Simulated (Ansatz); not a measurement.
Nudged elastic band of CH5AlO (part 1 of 2)

System: CH5AlO.
Method: RKS PBE0-D4/def2-SVP (Ansatz 0.2.0).

It belongs to a series of runs on one base structure; here: band between the two ends. Figures and captions count atoms from 1; the log counts them from 0 in places.

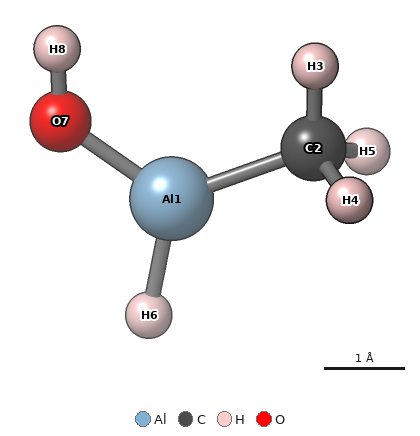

Figure 1. The structure as given in the input (ball-and-stick view, seen at a tilt; atoms are numbered from 1 in the order of the input). Sticks mark near contacts. Bond lengths as drawn: Al–C 1.95 Å, Al–H 1.58 Å, Al–O 1.71 Å, C–H 1.10 Å and H–O 0.96 Å.

### Input file
```yaml
crystal:
  periodic: [false, false, false]
  atoms:
    - { symbol: Al, position_ang: [0.574048, -0.026967, -0.079216] }
    - { symbol: C, position_ang: [0.99958, -0.068379, 1.825824] }
    - { symbol: H, position_ang: [0.144991, -0.329267, 2.469971] }
    - { symbol: H, position_ang: [1.806414, -0.794215, 2.026885] }
    - { symbol: H, position_ang: [1.38039, 0.913593, 2.156638] }
    - { symbol: H, position_ang: [1.649723, 0.273517, -1.203354] }
    - { symbol: O, position_ang: [-0.994825, -0.308356, -0.690345] }
    - { symbol: H, position_ang: [-1.782219, -0.506626, -0.181903] }
basis:
  gaussian: { orbitals: def2-SVP }
hamiltonian:
  xc: pbe0
  dispersion: d4
neb:
  order_check: false
  images: 9
  f_tol: 0.05
  max_iterations: 60
  final_atoms:
    - { symbol: Al, position_ang: [-1.23688324, 0.87236249, -1.61823406] }
    - { symbol: C, position_ang: [1.59794966, -0.08338934, 1.62851107] }
    - { symbol: H, position_ang: [0.69389733, -0.1447229, 1.00774373] }
    - { symbol: H, position_ang: [1.61378635, -0.91458165, 2.34737953] }
    - { symbol: H, position_ang: [1.60525062, 0.86961079, 2.1747461] }
    - { symbol: H, position_ang: [2.48793712, -0.14113609, 0.98700133] }
    - { symbol: O, position_ang: [-1.42728882, -0.31464935, -0.43157071] }
    - { symbol: H, position_ang: [-1.55654702, -0.99019395, 0.228923] }
  initial_path:
    images:
      - { positions_ang: [[0.574048, -0.026967, -0.079216], [0.99958, -0.068379, 1.825824], [0.144991, -0.329267, 2.469971], [1.806414, -0.794215, 2.026885], [1.38039, 0.913593, 2.156638], [1.649723, 0.273517, -1.203354], [-0.994825, -0.308356, -0.690345], [-1.782219, -0.506626, -0.181903]] }
      - { positions_ang: [[0.45966471, -0.02135391, -0.06359714], [1.08031359, -0.0552744, 1.79184127], [0.19631885, -0.3249577, 2.38088664], [1.87857429, -0.77869889, 2.02726012], [1.43203194, 0.9342499, 2.13049408], [1.67050841, 0.21767506, -0.92845018], [-1.10334643, -0.2454156, -0.73116633], [-1.83596336, -0.57292446, -0.28276846]] }
      - { positions_ang: [[0.34528142, -0.01574082, -0.04797828], [1.16104719, -0.0421698, 1.75785854], [0.24764669, -0.32064839, 2.29180228], [1.95073457, -0.76318277, 2.02763523], [1.48367389, 0.95490679, 2.10435015], [1.69129381, 0.16183311, -0.65354635], [-1.21186786, -0.1824752, -0.77198765], [-1.88970771, -0.63922293, -0.38363392]] }
      - { positions_ang: [[0.23089813, -0.01012773, -0.03235942], [1.24178078, -0.0290652, 1.72387581], [0.29897454, -0.31633909, 2.20271792], [2.02289486, -0.74766666, 2.02801035], [1.53531583, 0.97556369, 2.07820623], [1.71207922, 0.10599117, -0.37864253], [-1.32038928, -0.1195348, -0.81280898], [-1.94345207, -0.70552139, -0.48449938]] }
      - { positions_ang: [[0.11651484, -0.00451463, -0.01674056], [1.32251438, -0.0159606, 1.68989309], [0.35030238, -0.31202978, 2.11363356], [2.09505514, -0.73215055, 2.02838546], [1.58695777, 0.99622059, 2.05206231], [1.73286462, 0.05014922, -0.10373871], [-1.42891071, -0.0565944, -0.8536303], [-1.99719642, -0.77181985, -0.58536485]] }
      - { positions_ang: [[0.00213155, 0.00109846, -0.0011217], [1.40324797, -0.00285599, 1.65591036], [0.40163023, -0.30772048, 2.0245492], [2.16721543, -0.71663443, 2.02876058], [1.63859972, 1.01687748, 2.02591838], [1.75365003, -0.00569272, 0.17116511], [-1.53743214, 0.006346, -0.89445163], [-2.05094078, -0.83811832, -0.68623031]] }
      - { positions_ang: [[-0.24567141, 0.17535126, -0.32454417], [1.44218831, -0.01896266, 1.6504305], [0.46008365, -0.27512096, 1.82118811], [2.05652961, -0.75622388, 2.09248437], [1.6319299, 0.98742414, 2.05568393], [1.90050745, -0.0327814, 0.33433236], [-1.51540347, -0.05785307, -0.80187545], [-1.95206203, -0.86853344, -0.50319964]] }
      - { positions_ang: [[-0.49347437, 0.34960407, -0.64796664], [1.48112865, -0.03506933, 1.64495064], [0.51853707, -0.24252144, 1.61782701], [1.9458438, -0.79581332, 2.15620816], [1.62526008, 0.9579708, 2.08544947], [2.04736487, -0.05987007, 0.4974996], [-1.49337481, -0.12205214, -0.70929926], [-1.85318327, -0.89894857, -0.32016898]] }
      - { positions_ang: [[-0.74127733, 0.52385688, -0.97138911], [1.52006898, -0.051176, 1.63947078], [0.57699049, -0.20992193, 1.41446592], [1.83515798, -0.83540276, 2.21993195], [1.61859026, 0.92851746, 2.11521501], [2.19422229, -0.08695875, 0.66066685], [-1.47134615, -0.18625121, -0.61672308], [-1.75430452, -0.9293637, -0.13713832]] }
      - { positions_ang: [[-0.98908028, 0.69810969, -1.29481158], [1.55900932, -0.06728267, 1.63399093], [0.63544391, -0.17732241, 1.21110482], [1.72447217, -0.87499221, 2.28365574], [1.61192044, 0.89906412, 2.14498056], [2.34107971, -0.11404742, 0.82383409], [-1.44931748, -0.25045028, -0.5241469], [-1.65542577, -0.95977882, 0.04589234]] }
      - { positions_ang: [[-1.23688324, 0.87236249, -1.61823406], [1.59794966, -0.08338934, 1.62851107], [0.69389733, -0.1447229, 1.00774373], [1.61378635, -0.91458165, 2.34737953], [1.60525062, 0.86961079, 2.1747461], [2.48793712, -0.14113609, 0.98700133], [-1.42728882, -0.31464935, -0.43157071], [-1.55654702, -0.99019395, 0.228923]] }
```

Machine: 1 thread of Arm Neoverse V1, 24 GiB of memory available, shared host.

Command:
```bash
ansatz run input.yaml --threads 1 --pin off --max-ram 2048MiB --backend cpu --events-out ev --progress --plain --runs-dir out
```

### What the program printed
```
Engine: ansatz 0.2.0, aarch64-unknown-linux-gnu
Functional definition: PBE0
  parameter a = 0.25
  parameter kappa = 0.804
  parameter beta = 0.06672455060314922
  exchange = (1 - a)*pbe_x(kappa = kappa, mu = beta*pi^2/3) + a*exact_x
  correlation = pbe_c(beta = beta)
744 factors; integrals over basis functions are off by at most 4.0e-4 eV
mean field evaluation 1: about -9744.0772 eV, gradient 6.5e1 eV
mean field evaluation 2: about -9731.7328 eV, gradient 9.9e1 eV
mean field evaluation 4: about -9752.6031 eV, gradient 4.3e0 eV
mean field evaluation 8: about -9752.6500 eV, gradient 1.1e-2 eV
mean field -9752.65002312 eV, -358.4032777659 hartree, gradient 1.7e-5 eV, S^2 0.000000; 0 other end points of the search recorded, 0 dependent functions left out
the calculation of the forces begins
reference -9752.65005068 eV, -358.4032787790 hartree; 16, 16 occupied and 55, 55 virtual orbitals, 744 factors
739 factors; integrals over basis functions are off by at most 1.2e-3 eV
mean field evaluation 16: about -9708.0236 eV, gradient 1.4e2 eV
mean field -9752.17389068 eV, -358.3857802217 hartree, gradient 1.8e-5 eV, S^2 0.000000; 0 other end points of the search recorded, 0 dependent functions left out
[... from here on the field's lines of each further geometry are left out, up to the last ...]
NEB iter   1: max|band force component| = 8.435e1 eV/Å  barrier→ = 20.3284 eV  barrier← = 19.8454 eV  Δτ_max = 0.2000 Å  (259 SCF iters)
NEB iter   2: max|band force component| = 2.581e1 eV/Å  barrier→ = 5.8999 eV  barrier← = 5.4169 eV  Δτ_max = 0.2000 Å  (254 SCF iters)
NEB iter   3: max|band force component| = 1.470e1 eV/Å  barrier→ = 4.2243 eV  barrier← = 3.7413 eV  Δτ_max = 0.1998 Å  (236 SCF iters)
NEB iter   4: max|band force component| = 7.858e0 eV/Å  barrier→ = 3.7066 eV  barrier← = 3.2236 eV  Δτ_max = 0.1958 Å  (241 SCF iters)
NEB iter   5: max|band force component| = 3.868e0 eV/Å  barrier→ = 3.3836 eV  barrier← = 2.9006 eV  Δτ_max = 0.2000 Å  (240 SCF iters)
NEB iter   6: max|band force component| = 2.672e0 eV/Å  barrier→ = 3.6534 eV  barrier← = 3.1704 eV  Δτ_max = 0.2000 Å  (239 SCF iters)
NEB iter   7: max|band force component| = 4.841e0 eV/Å  barrier→ = 3.8011 eV  barrier← = 3.3181 eV  Δτ_max = 0.1007 Å  (241 SCF iters)
NEB iter   8: max|band force component| = 2.282e0 eV/Å  barrier→ = 3.6769 eV  barrier← = 3.1939 eV  Δτ_max = 0.1962 Å  (233 SCF iters)
NEB iter   9: max|band force component| = 1.712e0 eV/Å  barrier→ = 3.5631 eV  barrier← = 3.0801 eV  Δτ_max = 0.2000 Å  (237 SCF iters)
NEB iter  10: max|band force component| = 1.458e0 eV/Å  barrier→ = 2.9214 eV  barrier← = 2.4384 eV  Δτ_max = 0.2000 Å  (245 SCF iters)
NEB iter  11: max|band force component| = 7.623e0 eV/Å  barrier→ = 2.9634 eV  barrier← = 2.4804 eV  Δτ_max = 0.1008 Å  (231 SCF iters)
NEB iter  12: max|band force component| = 3.085e0 eV/Å  barrier→ = 3.2404 eV  barrier← = 2.7574 eV  Δτ_max = 0.2000 Å  (238 SCF iters)
NEB iter  13: max|band force component| = 1.315e0 eV/Å  barrier→ = 2.4433 eV  barrier← = 1.9603 eV  Δτ_max = 0.2000 Å  (241 SCF iters)
NEB iter  14: max|band force component| = 9.189e-1 eV/Å  barrier→ = 3.2876 eV  barrier← = 2.8046 eV  Δτ_max = 0.2000 Å  (233 SCF iters)
NEB iter  15: max|band force component| = 1.244e0 eV/Å  barrier→ = 3.8193 eV  barrier← = 3.3363 eV  Δτ_max = 0.1016 Å  (238 SCF iters)
NEB iter  16: max|band force component| = 1.095e0 eV/Å  barrier→ = 3.7439 eV  barrier← = 3.2609 eV  Δτ_max = 0.1001 Å  (223 SCF iters)
NEB iter  17: max|band force component| = 6.651e-1 eV/Å  barrier→ = 3.5062 eV  barrier← = 3.0232 eV  Δτ_max = 0.1984 Å  (223 SCF iters)
NEB iter  18: max|band force component| = 1.498e0 eV/Å  barrier→ = 3.0460 eV  barrier← = 2.5630 eV  Δτ_max = 0.1011 Å  (243 SCF iters)
NEB iter  19: max|band force component| = 1.086e0 eV/Å  barrier→ = 2.5286 eV  barrier← = 2.0456 eV  Δτ_max = 0.1019 Å  (228 SCF iters)
NEB iter  20: max|band force component| = 9.108e-1 eV/Å  barrier→ = 2.5546 eV  barrier← = 2.0716 eV  Δτ_max = 0.1012 Å  (229 SCF iters)
NEB iter  21: max|band force component| = 7.024e-1 eV/Å  barrier→ = 2.9054 eV  barrier← = 2.4223 eV  Δτ_max = 0.1012 Å  (224 SCF iters)
NEB iter  22: max|band force component| = 5.359e-1 eV/Å  barrier→ = 3.1931 eV  barrier← = 2.7101 eV  Δτ_max = 0.2000 Å  (214 SCF iters)
NEB iter  23: max|band force component| = 5.383e-1 eV/Å  barrier→ = 3.5990 eV  barrier← = 3.1160 eV  Δτ_max = 0.1027 Å  (230 SCF iters)
NEB iter  24: max|band force component| = 1.250e0 eV/Å  barrier→ = 3.7905 eV  barrier← = 3.3074 eV  CI = image 5  Δτ_max = 0.0995 Å  (220 SCF iters)
NEB iter  25: max|band force component| = 8.751e-1 eV/Å  barrier→ = 3.7171 eV  barrier← = 3.2341 eV  CI = image 5  Δτ_max = 0.1969 Å  (221 SCF iters)
NEB iter  26: max|band force component| = 7.861e-1 eV/Å  barrier→ = 3.5523 eV  barrier← = 3.0693 eV  CI = image 5  Δτ_max = 0.1896 Å  (220 SCF iters)
NEB iter  27: max|band force component| = 4.765e-1 eV/Å  barrier→ = 3.5116 eV  barrier← = 3.0286 eV  CI = image 5  Δτ_max = 0.1852 Å  (222 SCF iters)
NEB iter  28: max|band force component| = 4.634e-1 eV/Å  barrier→ = 3.5096 eV  barrier← = 3.0266 eV  CI = image 5  Δτ_max = 0.2000 Å  (218 SCF iters)
NEB iter  29: max|band force component| = 3.557e-1 eV/Å  barrier→ = 3.4920 eV  barrier← = 3.0090 eV  CI = image 5  Δτ_max = 0.1998 Å  (222 SCF iters)
NEB iter  30: max|band force component| = 8.856e-1 eV/Å  barrier→ = 3.4780 eV  barrier← = 2.9950 eV  CI = image 5  Δτ_max = 0.0996 Å  (224 SCF iters)
NEB iter  31: max|band force component| = 7.466e-1 eV/Å  barrier→ = 3.4723 eV  barrier← = 2.9893 eV  CI = image 5  Δτ_max = 0.1027 Å  (221 SCF iters)
NEB iter  32: max|band force component| = 4.974e-1 eV/Å  barrier→ = 3.4709 eV  barrier← = 2.9879 eV  CI = image 5  Δτ_max = 0.0955 Å  (218 SCF iters)
NEB iter  33: max|band force component| = 2.316e-1 eV/Å  barrier→ = 3.4703 eV  barrier← = 2.9873 eV  CI = image 5  Δτ_max = 0.0550 Å  (211 SCF iters)
NEB iter  34: max|band force component| = 7.296e-2 eV/Å  barrier→ = 3.4701 eV  barrier← = 2.9871 eV  CI = image 5  Δτ_max = 0.0951 Å  (206 SCF iters)
NEB iter  35: max|band force component| = 4.766e-1 eV/Å  barrier→ = 3.4699 eV  barrier← = 2.9869 eV  CI = image 5  Δτ_max = 0.0515 Å  (207 SCF iters)
NEB iter  36: max|band force component| = 1.845e-1 eV/Å  barrier→ = 3.4699 eV  barrier← = 2.9869 eV  CI = image 5  Δτ_max = 0.1000 Å  (204 SCF iters)
NEB iter  37: max|band force component| = 2.491e-1 eV/Å  barrier→ = 3.4698 eV  barrier← = 2.9868 eV  CI = image 5  Δτ_max = 0.0500 Å  (206 SCF iters)
NEB iter  38: max|band force component| = 1.790e-1 eV/Å  barrier→ = 3.4698 eV  barrier← = 2.9868 eV  CI = image 5  Δτ_max = 0.0500 Å  (203 SCF iters)
NEB iter  39: max|band force component| = 2.654e-1 eV/Å  barrier→ = 3.4697 eV  barrier← = 2.9867 eV  CI = image 5  Δτ_max = 0.0998 Å  (203 SCF iters)
NEB iter  40: max|band force component| = 3.477e-1 eV/Å  barrier→ = 3.4697 eV  barrier← = 2.9867 eV  CI = image 5  Δτ_max = 0.0982 Å  (203 SCF iters)
NEB iter  41: max|band force component| = 2.838e-1 eV/Å  barrier→ = 3.4697 eV  barrier← = 2.9867 eV  CI = image 5  Δτ_max = 0.1981 Å  (200 SCF iters)
NEB iter  42: max|band force component| = 1.998e-1 eV/Å  barrier→ = 3.4697 eV  barrier← = 2.9867 eV  CI = image 5  Δτ_max = 0.0818 Å  (201 SCF iters)
NEB iter  43: max|band force component| = 2.707e-1 eV/Å  barrier→ = 3.4697 eV  barrier← = 2.9867 eV  CI = image 5  Δτ_max = 0.0405 Å  (197 SCF iters)
NEB iter  44: max|band force component| = 7.140e-2 eV/Å  barrier→ = 3.4697 eV  barrier← = 2.9867 eV  CI = image 5  Δτ_max = 0.0411 Å  (182 SCF iters)
```
